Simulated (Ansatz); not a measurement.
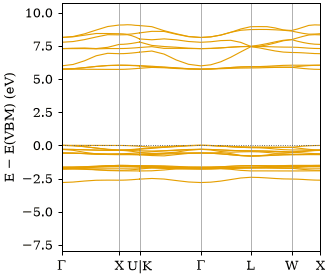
*Band structure from HSE06 (plane waves, PAW; program Ansatz)*

### Question
Read off the gap and where the band edges lie.

### Answer
About 5.7 eV (5.73 eV among the points solved); maximum at Γ, minimum at X.

The material is Rb₃ScCl₆ in space group Fm-3m (No. 225; Rb on 8c, Rb on 4b, Sc on 4a, Cl on 24e).

The first step of the workflow began from a Materials Project structure, measured or hypothetical; the Crystallography Open Database files this formula in space group No. 225, but the cells were not matched. Its standing as an ambient phase is unchecked. Symmetry was held in the HSE06 relaxation; whether a distortion lowers the energy is not shown. No spin polarisation was allowed. The hybrid was solved on a coarse mesh, the path and, where they were found, the r²SCAN edge points; its band edges are the extreme levels among these. Scalar-relativistic: spin–orbit coupling is off unless named, which matters more the heavier the elements.

Potentials: the later of the program's two PAW sets.
